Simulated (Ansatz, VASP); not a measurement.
# Cross-check of SrTi2Al8O5 (1 units of SrTiO3 (001), TiO2 faces on Al(100)) between VASP and Ansatz

Wanted: the spread between two codes on one cell, functional and k mesh.

Main program and level: Ansatz 0.2.0; plane waves, with VASP 6.6.1 beside it; single point at PBE with D3(BJ).

**1. Starting point**

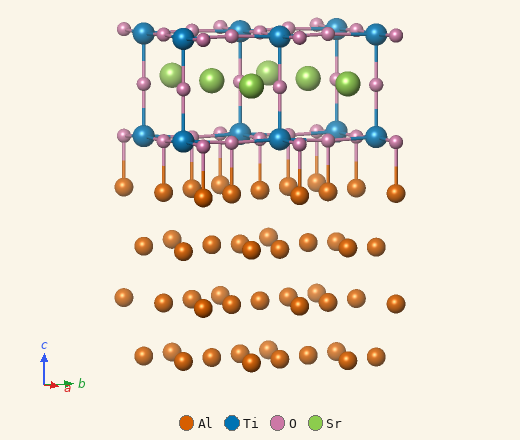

The starting structure, seen from the side, with the c axis up (aluminium orange, titanium blue, oxygen pink, strontium green). 2×2×1 cells are drawn. Some periodic images of atoms are drawn too.

The cell holds 16 atoms: 8 Al, 2 Ti, 5 O and 1 Sr. Cell: a = 3.905 Å, b = 3.905 Å, c = 30.160 Å, α = 90.0°, β = 90.0°, γ = 90.0°. Vacuum lies along c.

**2. VASP: single point, PBE with D3(BJ)**

With cell and atoms fixed, the geometry can't cause a difference; cores, projectors, grids and the points listed under the comparison can.

Lines of VASP's logs that name or quote its potential files are left out, and so is its time.

Input file INCAR:

```
SYSTEM = SrTi2Al8O5
PREC = Normal
ENCUT = 400
EDIFF = 1E-06
NELM = 120
ISMEAR = -1
SIGMA = 0.1
LREAL = Auto
ALGO = Fast
GGA = PE
IVDW = 12
NBANDS = 72
LORBIT = 11
LWAVE = .FALSE.
LCHARG = .TRUE.
IDIPOL = 3
LDIPOL = .TRUE.
DIPOL = 0.5 0.5 0.519
LVHAR = .TRUE.
LVACPOTAV = .TRUE.
LELF = .TRUE.
NEDOS = 1500
```

Input file POSCAR:

```
SrTi2Al8O5
1.0
    3.9050000000      0.0000000000      0.0000000000
    0.0000000000      3.9050000000      0.0000000000
    0.0000000000      0.0000000000     30.1598006161
Al Ti O Sr
8 2 5 1
Direct
    0.0000000000      0.5000000000      0.2986363198
    0.5000000000      0.0000000000      0.2985039020
    0.0000000000      0.0000000000      0.3678352357
    0.5000000000      0.5000000000      0.3678352357
    0.0000000000      0.5000000000      0.4388892988
    0.5000000000      0.0000000000      0.4351664117
    0.0000000000      0.0000000000      0.5053467476
    0.5000000000      0.5000000000      0.5053467476
    0.5000000000      0.0000000000      0.5721567622
    0.5000000000      0.0000000000      0.6998067011
    0.0000000000      0.0000000000      0.5691729998
    0.5000000000      0.5000000000      0.5691729998
    0.5000000000      0.0000000000      0.6370670212
    0.0000000000      0.0000000000      0.7018317874
    0.5000000000      0.5000000000      0.7018317874
    0.0000000000      0.5000000000      0.6430467464
```

Input file KPOINTS:

```
Automatic mesh
0
Gamma
10 10 1
0 0 0
```

PAW data sets: Al, Ti, O and Sr_sv (PBE family, release 64).

Run with:

```sh
$ mpirun -np 4 vasp_std
```

Numbers of over 12 decimals in the logs are rounded to 6 here.

The program printed:

```text
[banner, memory and clock lines left out]
running    4 mpi-ranks, on    1 nodes
 distrk:  each k-point on    4 cores,    1 groups
 distr:  one band on    1 cores,    4 groups

 POSCAR found type information on POSCAR AlTiO Sr
 POSCAR found :  4 types and      16 ions
 LDA part: xc-table for (Slater+PW92), standard interpolation
 POSCAR, INCAR and KPOINTS ok, starting setup
 FFT: planning ... GRIDC
 FFT: planning ... GRID_SOFT
 FFT: planning ... GRID
 WAVECAR not read
 entering main loop
       N       E                     dE             d eps       ncg     rms          rms(c)
DAV:   1     0.448031871047E+03    0.44803E+03   -0.23396E+04  3056   0.667E+02
DAV:   2    -0.341395418163E+02   -0.48217E+03   -0.44388E+03  3552   0.183E+02
DAV:   3    -0.111202080895E+03   -0.77063E+02   -0.75597E+02  4048   0.789E+01
DAV:   4    -0.113466362192E+03   -0.22643E+01   -0.22516E+01  4120   0.140E+01
DAV:   5    -0.113587294706E+03   -0.12093E+00   -0.12082E+00  4840   0.243E+00    0.431E+01
RMM:   6    -0.983547610698E+02    0.15233E+02   -0.57549E+01  3828   0.198E+01    0.204E+01
RMM:   7    -0.196403015402E+03   -0.98048E+02   -0.12679E+01  4235   0.667E+00    0.534E+01
RMM:   8    -0.100209670193E+03    0.96193E+02   -0.61633E+00  3619   0.550E+00    0.217E+01
RMM:   9    -0.994239621956E+02    0.78571E+00   -0.25699E+00  3911   0.371E+00    0.103E+01
RMM:  10    -0.975370681371E+02    0.18869E+01   -0.22460E+00  3983   0.364E+00    0.124E+01
RMM:  11    -0.970219888900E+02    0.51508E+00   -0.10608E+00  3849   0.261E+00    0.933E+00
RMM:  12    -0.952231471710E+02    0.17988E+01   -0.20918E-01  3757   0.121E+00    0.660E+00
RMM:  13    -0.945248925138E+02    0.69825E+00   -0.99701E-02  3931   0.802E-01    0.499E+00
RMM:  14    -0.943329799094E+02    0.19191E+00   -0.48864E-02  4263   0.450E-01    0.437E+00
[...]
RMM:  25    -0.937560584771E+02   -0.11463E-03   -0.21740E-04  4244   0.338E-02    0.432E-02
RMM:  26    -0.937561215636E+02   -0.63086E-04   -0.50916E-05  4537   0.176E-02    0.148E-02
RMM:  27    -0.937561511981E+02   -0.29635E-04   -0.20293E-05  4487   0.869E-03    0.686E-03
RMM:  28    -0.937561823367E+02   -0.31139E-04   -0.12239E-05  4387   0.730E-03    0.104E-02
RMM:  29    -0.937561961927E+02   -0.13856E-04   -0.63005E-06  4078   0.473E-03    0.621E-03
RMM:  30    -0.937562193359E+02   -0.23143E-04   -0.43826E-06  3733   0.352E-03    0.606E-03
RMM:  31    -0.937562280494E+02   -0.87134E-05   -0.26324E-06  3510   0.259E-03    0.537E-03
RMM:  32    -0.937562340894E+02   -0.60400E-05   -0.21667E-06  3572   0.241E-03    0.274E-03
WARNING in EDDRMM: call to ZHEGV failed, returncode =   6  3      8
RMM:  33    -0.937562348538E+02   -0.76442E-06   -0.12134E-06  3103   0.168E-03
|                                                                             |
|           W    W    AA    RRRRR   N    N  II  N    N   GGGG   !!!           |
|           W    W   A  A   R    R  NN   N  II  NN   N  G    G  !!!           |
|           W    W  A    A  R    R  N N  N  II  N N  N  G       !!!           |
|           W WW W  AAAAAA  RRRRR   N  N N  II  N  N N  G  GGG   !            |
|           WW  WW  A    A  R   R   N   NN  II  N   NN  G    G                |
|           W    W  A    A  R    R  N    N  II  N    N   GGGG   !!!           |
|                                                                             |
|     Did not find any points to average over, which means that no vacuum     |
|     field-free region was found. Please increase the size of  your cell     |
|     in the dimension of the dipole correction to obtain accurate            |
|     workfunction values.                                                    |
|                                                                             |

   1 F= -.97826096E+02 E0= -.97746224E+02  d E =-.159744E+00
```

OUTCAR, selected parts (step 2):

```text
ion  position               nearest neighbor table
   1  0.000  0.500  0.299-   2 2.76   2 2.76   2 2.76   2 2.76   3 2.86   4 2.86   4 2.86   3 2.86

  LATTYP: Found a simple tetragonal cell.
 ALAT       =     3.9050000000
 C/A-ratio  =     7.7233804395

 Subroutine GETGRP returns: Found  8 space group operations
 (whereof  4 operations were pure point group operations)

The static configuration has the point symmetry C_2v.
 The point group associated with its full space group is C_4v.

 Found     21 irreducible k-points:

   k-points           NKPTS =     21   k-points in BZ     NKDIM =     21   number of bands    NBANDS=     72

   dimension x,y,z NGX =    20 NGY =   20 NGZ =  150
   dimension x,y,z NGXF=    40 NGYF=   40 NGZF=  300

   ENCUT  =  400.0 eV  29.40 Ry    5.42 a.u.   6.37  6.37 49.18*2*pi/ulx,y,z

   NELECT =      72.0000    total number of electrons

 k-points in reciprocal lattice and weights: Automatic mesh
   0.00000000  0.00000000  0.00000000       0.010
   0.10000000  0.00000000  0.00000000       0.040
   0.20000000  0.00000000  0.00000000       0.040
   0.30000000  0.00000000  0.00000000       0.040
   0.40000000  0.00000000  0.00000000       0.040
   0.50000000  0.00000000  0.00000000       0.020
   0.10000000  0.10000000  0.00000000       0.040
   0.20000000  0.10000000  0.00000000       0.080
   0.30000000  0.10000000  0.00000000       0.080
[...]
0.50000000  0.40000000  0.00000000       0.040
   0.50000000  0.50000000  0.00000000       0.010

 dipolmoment           0.000000      0.000000     -0.034005 electrons x Angstroem

 average (electrostatic) potential at core
       1 -79.4485       2 -79.5171       3 -79.5036       4 -79.5036       5 -79.5801
       6 -79.4854       7 -79.5219       8 -79.5219       9 -29.9559      10 -30.1481
      11 -75.4968      12 -75.4968      13 -75.3266      14 -74.2916      15 -74.2916
      16 -39.7490

 E-fermi :   1.0143

 k-point     1 :       0.0000    0.0000    0.0000
  band No.  band energies     occupation
    ...
     34       0.3206      1.99806
     35       0.3759      1.99663
     36       0.8732      1.60789
     37       0.8732      1.60789
     38       1.0538      0.80523
     39       1.2791      0.13228
     40       1.2900      0.11939
     41       1.7686      0.00106
     42       1.8341      0.00055
     43       1.8341      0.00055
    ...

 k-point     2 :       0.1000    0.0000    0.0000
  band No.  band energies     occupation
    ...
     32      -0.2065      1.99999
     33      -0.0575      1.99996
     34       0.4024      1.99561
     35       0.6062      1.96677
     36       0.9013      1.51172
     37       1.2499      0.17318
     38       1.2575      0.16152
     39       1.5186      0.01283
     40       1.6041      0.00548
     41       1.7930      0.00083
    ...

 k-point     3 :       0.2000    0.0000    0.0000
  band No.  band energies     occupation
    ...
     32      -0.5473      2.00000
     33       0.0392      1.99988
     34       0.1639      1.99959
     35       0.6783      1.93288
     36       0.9934      1.10418
     37       1.4089      0.03793
     38       1.6983      0.00214
     39       1.9143      0.00025
     40       1.9544      0.00017
     41       2.0323      0.00008
    ...

 Edisp (eV)   -4.06986

  Total      -0.59529    -0.59529    -3.09754     0.00000     0.00000     0.00000
  in kB      -2.07382    -2.07382   -10.79087     0.00000     0.00000     0.00000
  external pressure =       -4.98 kB  Pullay stress =        0.00 kB

  energy-cutoff  :      400.00
  volume of cell :      459.91
      direct lattice vectors                 reciprocal lattice vectors
     3.905000000  0.000000000  0.000000000     0.256081946  0.000000000  0.000000000
     0.000000000  3.905000000  0.000000000     0.000000000  0.256081946  0.000000000
     0.000000000  0.000000000 30.159800616     0.000000000  0.000000000  0.033156718

 POSITION                                       TOTAL-FORCE (eV/Angst)
 -----------------------------------------------------------------------------------
      0.00000      1.95250      9.00681         0.000000      0.000000      0.008087
      1.95250      0.00000      9.00282         0.000000      0.000000      0.004563
      0.00000      0.00000     11.09384         0.000000      0.000000     -0.000214
      1.95250      1.95250     11.09384         0.000000      0.000000     -0.000214
      0.00000      1.95250     13.23681         0.000000      0.000000     -0.005328
      1.95250      0.00000     13.12453         0.000000      0.000000     -0.006271
      0.00000      0.00000     15.24116         0.000000      0.000000     -0.006246
      1.95250      1.95250     15.24116         0.000000      0.000000     -0.006246
      1.95250      0.00000     17.25613         0.000000      0.000000      0.008315
      1.95250      0.00000     21.10603         0.000000      0.000000     -0.020068
      0.00000      0.00000     17.16614         0.000000      0.000000     -0.001561
      1.95250      1.95250     17.16614         0.000000      0.000000     -0.001561
      1.95250      0.00000     19.21381         0.000000      0.000000     -0.010317
      0.00000      0.00000     21.16711         0.000000      0.000000      0.012596
      1.95250      1.95250     21.16711         0.000000      0.000000      0.012596
      0.00000      1.95250     19.39416         0.000000      0.000000      0.011870
 -----------------------------------------------------------------------------------
    total drift:                                0.000000      0.000000     -0.004684

  FREE ENERGIE OF THE ION-ELECTRON SYSTEM (eV)
  ---------------------------------------------------
  free  energy   TOTEN  =       -97.8260963893 eV

  energy  without entropy=      -97.6663522439  energy(sigma->0) =      -97.74622432

 vacuum level on the upper side and lower side of the slab         4.942         5.341

 total charge
# of ion       s       p       d       tot
------------------------------------------
    1        0.465   0.315   0.000   0.780
    2        0.467   0.310   0.000   0.778
    3        0.427   0.356   0.000   0.783
    4        0.427   0.356   0.000   0.783
    5        0.426   0.347   0.000   0.773
    6        0.445   0.341   0.000   0.786
    7        0.411   0.377   0.000   0.788
    8        0.411   0.377   0.000   0.788
    9        0.546   0.998   2.775   4.318
   10        0.537   0.974   2.665   4.176
   11        1.596   3.510   0.000   5.106
   12        1.596   3.510   0.000   5.106
   13        1.592   3.486   0.000   5.078
   14        1.594   3.458   0.000   5.052
   15        1.594   3.458   0.000   5.052
   16        1.999   5.786   0.214   7.999
--------------------------------------------------
tot         14.537  27.956   5.653  48.146

[... 3 further parts left out ...]
```

(Continued in part 2 of 2.)

[Lines on the potential files, build, host, timing and source positions are cut from VASP's logs without a mark.]

[Logs are printed without paths, hosts, clocks, repeated set-up lines and the standing remarks that a program may print on its own settings, such as how far it seeks lower states.]

[Hosts, paths, dates, database ids (printed as entryN), source tags and the programs' standing remarks are cut or masked in the printed files.]
